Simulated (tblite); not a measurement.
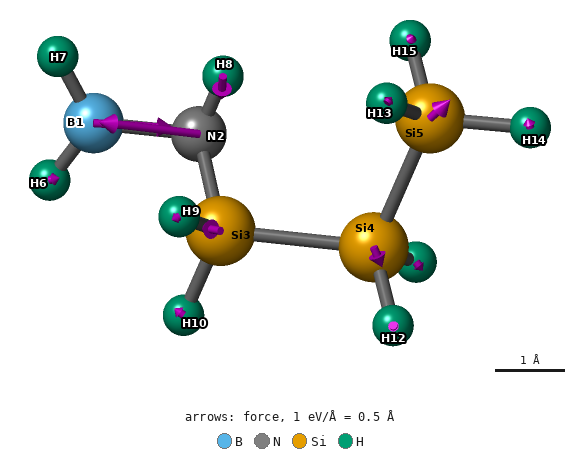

Starting geometry of BSi3NH10 with the computed forces as purple arrows. A ball-and-stick model, seen at a tilt.

Computed with tblite, GFN2-xTB geometry optimisation, gas phase. 

> Is this structure relaxed? If not, where do the atoms go?

It isn't relaxed: the largest force vector, on the N atom, is 3.34 eV/Å. The final displacements follow the starting forces only in part (cosine between the two patterns 0.35). Over 267 geometry steps the energy falls by 100.8 kJ/mol. An H atom moves most after the best rigid fit: 3.03 Å. Largest moves by element: H 3.03 Å, N 1.23 Å, B 1.20 Å, Si 0.63 Å. Some distances before and after: B–N 1.539 → 1.389 Å, Si–Si 2.239 → 2.318 Å, N–Si 1.788 → 1.754 Å, H–N 1.040 → 1.009 Å. Among the angles between lasting bonds that change: B–N–Si 106.9° → 130.1°, B–N–H 106.2° → 116.1°, Si–Si–H 108.5° → 117.6°.
